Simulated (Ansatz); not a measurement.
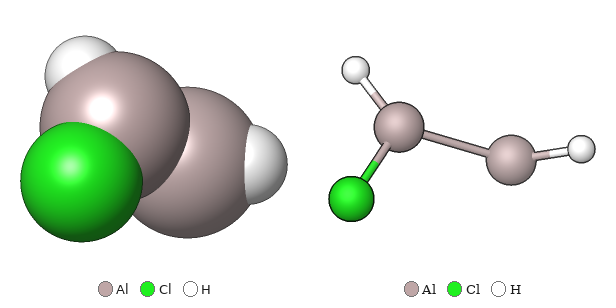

Two views of one molecule.

The species is neutral and a spin doublet. Computed geometry: PBE-D4/def2-SVP optimisation. No frequency run is at hand to confirm it as a minimum.

Describe the molecule.

It has 5 atoms: 2 aluminium, 1 chlorine and 2 hydrogen (Al₂ClH₂). This geometry has C1 symmetry. It is an open-shell species. Coordination: 1 Al bent; 1 Al trigonal planar.
